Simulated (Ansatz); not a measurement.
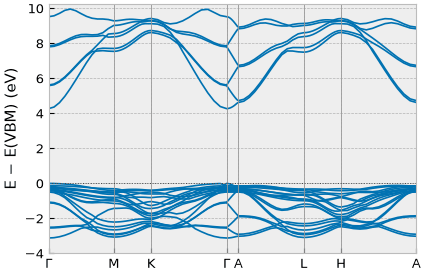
Band structure from r²SCAN (plane waves, PAW; program Ansatz)

Question: Read off the gap and where the band edges lie.

Answer: About 4.3 eV (4.28 eV by a search for the band edges); maximum at Γ, minimum at Γ.

Question: Pick the material that matches.
A. MgO, P3m1 (Pearson symbol hP12)
B. AlZnNO, P3m1 (Al on 1b, Zn on 1c, O on 1b, N on 1c)
C. AlGaN2, P3m1 (Pearson symbol hP8)
D. Al3GaN4, P3m1 (Pearson symbol hP8)

Answer: A, MgO, P3m1 (Pearson symbol hP12)

The first step of the workflow began from a Materials Project structure, measured or hypothetical; the Crystallography Open Database copy checked does not list it. It is not the phase usual at ambient conditions (space group No. 225). Symmetry was held in the r²SCAN relaxation; whether a distortion lowers the energy is not shown.

Potentials: the earlier of the program's two PAW sets.
